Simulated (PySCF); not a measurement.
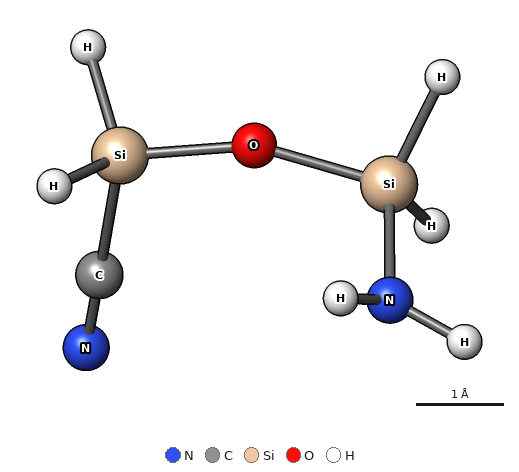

**Figure 1.** The structure (ball-and-stick view, seen at an oblique angle). Bond lengths as drawn: C–N 1.15 Å, C–Si 1.87 Å, H–N 1.01 Å, H–Si 1.46 Å, N–Si 1.72 Å and O–Si 1.61 to 1.63 Å.

# NMR shielding calculation of CH6N2OSi2

The run: NMR shielding calculation of CH6N2OSi2, SMILES N#C[SiH2]O[SiH2]N. Method and program: GIAO PBE0/pcSseg-1 NMR shielding, non-relativistic, gas phase (PySCF 2.14.0).

The geometry comes from this level: GFN2-xTB, NEB image 3 of 0 to 8. It belongs to a series of runs on one base structure; here: NEB image 3 of 0 to 8. Figures and captions count atoms from 1; the log counts them from 0 in places.

### The input
```
{"job": {"kind": "nmr", "xc": "PBE0", "basis": "pcSseg-1", "pop": false}, "charge": 0, "multiplicity": 1}
N     -2.734500     1.924700    -0.979500
C     -2.313700     0.896300    -0.701200
Si    -1.639300    -0.789600    -0.243700
O     -0.216500    -0.620900     0.482000
Si     1.178000     0.095200     0.936600
N      2.071300     0.369900    -0.503600
H     -1.452100    -1.533300    -1.487900
H     -2.545200    -1.382000     0.736000
H      0.882900     1.400200     1.512400
H      1.710100    -0.883200     1.887700
H      2.941600     0.871800    -0.457800
H      2.118600    -0.349900    -1.207000
```

The first line tells a small driver script what to run in PySCF; the rest is the geometry in Å.

Run on 1 CPU thread, shared host.

Launched with:
```bash
OMP_NUM_THREADS=1 python <driver script> task.json out
```

### The program's output
```
coarse grid: 11264 points
cycle   1  E = -804.7910286893  dE =  6.278e-01  |g| = 8.738e-01  |ddm| = 3.242e+00
cycle   2  E = -804.5170728276  dE =  2.740e-01  |g| = 1.462e+00  |ddm| = 1.663e+00
cycle   3  E = -804.9255550186  dE = -4.085e-01  |g| = 2.129e-01  |ddm| = 1.154e+00
cycle   4  E = -804.9330828750  dE = -7.528e-03  |g| = 9.977e-02  |ddm| = 1.566e-01
cycle   5  E = -804.9350484537  dE = -1.966e-03  |g| = 2.856e-02  |ddm| = 7.406e-02
cycle   6  E = -804.9352106125  dE = -1.622e-04  |g| = 6.573e-03  |ddm| = 2.361e-02
cycle   7  E = -804.9352191488  dE = -8.536e-06  |g| = 1.243e-03  |ddm| = 5.992e-03
final grid: 100488 points
cycle   8  E = -804.9756625701  dE = -4.971e-06  |g| = 1.036e-02  |ddm| = 1.556e-02
cycle   9  E = -804.9756318026  dE =  3.077e-05  |g| = 1.645e-02  |ddm| = 1.755e-02
cycle  10  E = -804.9756815195  dE = -4.972e-05  |g| = 1.668e-03  |ddm| = 1.111e-02
cycle  11  E = -804.9756820881  dE = -5.686e-07  |g| = 4.193e-04  |ddm| = 1.070e-03
cycle  12  E = -804.9756821212  dE = -3.313e-08  |g| = 1.231e-04  |ddm| = 3.131e-04
cycle  13  E = -804.9756821241  dE = -2.832e-09  |g| = 3.569e-05  |ddm| = 1.092e-04
cycle  14  E = -804.9756821243  dE = -2.392e-10  |g| = 6.072e-06  |ddm| = 2.859e-05
```

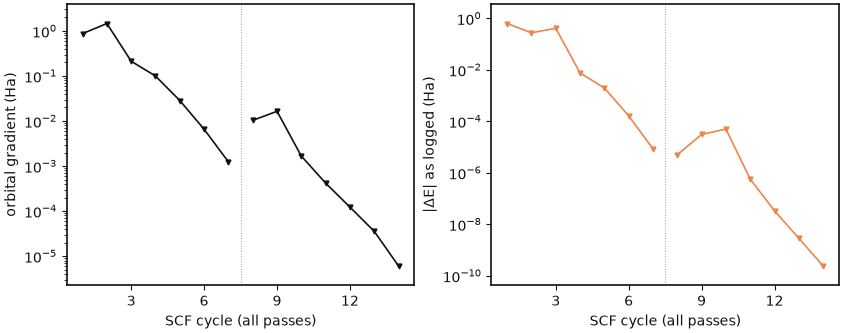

**Figure 2.** Convergence of the self-consistent field: orbital gradient and size of the energy change against the SCF cycle. The dotted line marks the change from a coarse to the final integration grid. The first 7 cycles use a coarse grid, the final grid takes over at cycle 8, and the field converges after 14 cycles in all.

```
converged SCF energy = -804.9756821243

GIAO shielding tensors (ppm)
atom      isotropic    diamagn.    paramagn.     s11        s22        s33       span
  0 N      -92.282     338.145    -430.427   -289.511   -281.438    294.103    583.615
  1 C       61.657     263.386    -201.728    -53.717    -48.582    287.271    340.988
  2 Si     413.577     879.271    -465.693    355.734    413.497    471.500    115.766
  3 O      303.112     398.857     -95.745    259.052    314.301    335.983     76.931
  4 Si     380.926     880.208    -499.283    366.179    371.735    404.863     38.685
  5 N      246.273     318.316     -72.043    204.310    254.449    280.060     75.750
  6 H       26.568      28.812      -2.244     23.303     25.002     31.399      8.096
  7 H       26.568      27.501      -0.932     23.129     24.859     31.717      8.587
  8 H       26.543      30.627      -4.084     23.473     24.538     31.617      8.144
  9 H       26.303      29.112      -2.810     22.487     24.658     31.762      9.275
 10 H       31.426      29.974       1.451     24.634     26.291     43.352     18.718
 11 H       31.031      32.359      -1.328     24.096     28.114     40.884     16.788
```

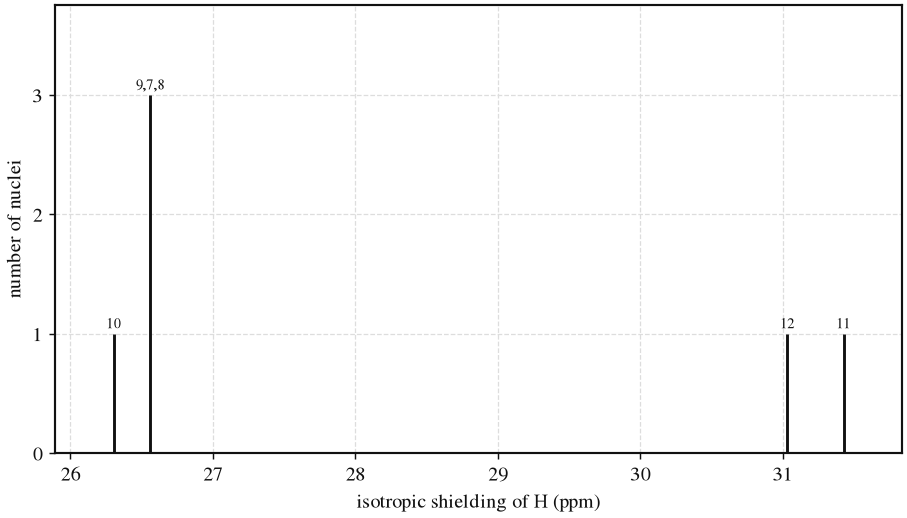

**Figure 3.** Isotropic shieldings of the hydrogen nuclei in this fixed geometry, labelled by atom number; shielding grows to the right, so chemical shift grows to the left. The least shielded is H10 (26.3 ppm), the most shielded H11 (31.4 ppm).

### Summary

- outcome: converged
- total energy: −804.975682 hartree
- HOMO: −7.74 eV
- LUMO: −0.77 eV
- dipole moment: 4.20 D
- isotropic shielding, N: −92.3 to 246.3 ppm
- isotropic shielding, C: 61.7 ppm
- isotropic shielding, Si: 380.9 to 413.6 ppm
- isotropic shielding, O: 303.1 ppm
- isotropic shielding, H: 26.3 to 31.4 ppm
- wall time: 34 s
- peak memory: 0.73 GiB
